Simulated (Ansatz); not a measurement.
Consider FH₄NSi.

```yaml
atoms:
  - { symbol: N, position_ang: [-0.7616, 0.3453, -0.6277] }
  - { symbol: Si, position_ang: [0.5351, -0.1154, 0.3765] }
  - { symbol: F, position_ang: [0.5123, -1.6783, 0.8349] }
  - { symbol: H, position_ang: [-0.7862, 0.1000, -1.6210] }
  - { symbol: H, position_ang: [-1.6975, 0.5169, -0.2509] }
  - { symbol: H, position_ang: [0.4530, 0.6904, 1.6380] }
  - { symbol: H, position_ang: [1.8062, 0.0731, -0.3956] }
```

Method: Ansatz, RKS LDA/def2-SVP.

> What will maps of the electron density and electron localisation function show?

Si–F (1.63 Å): ρ at the midpoint is about 0.99 e/Å³; the ELF peaks at about 0.90 in the valence shell of F, 0.5 Å from its nucleus, and is about 0.35 at the midpoint.
Si–N (1.70 Å): ρ is about 1.1 e/Å³ halfway; the ELF peaks at about 0.90 between the atoms (a polar covalent bond).

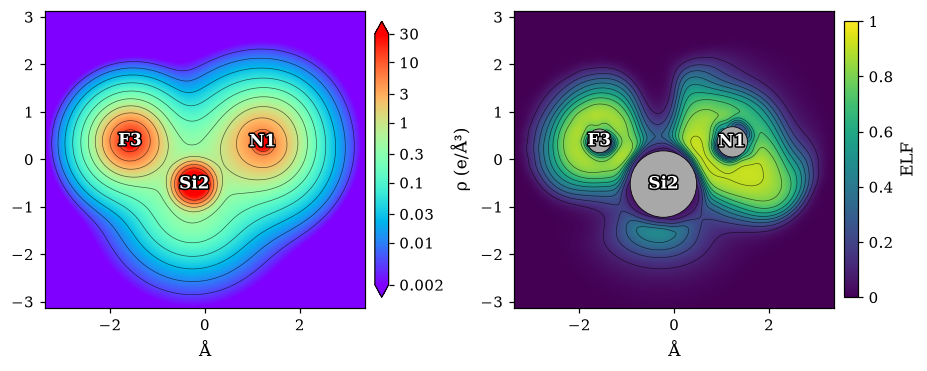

Computed electron density and electron localisation function on the plane of atoms N1, Si2 and F3, in this order. Grey discs cover the atomic cores in the ELF map. 
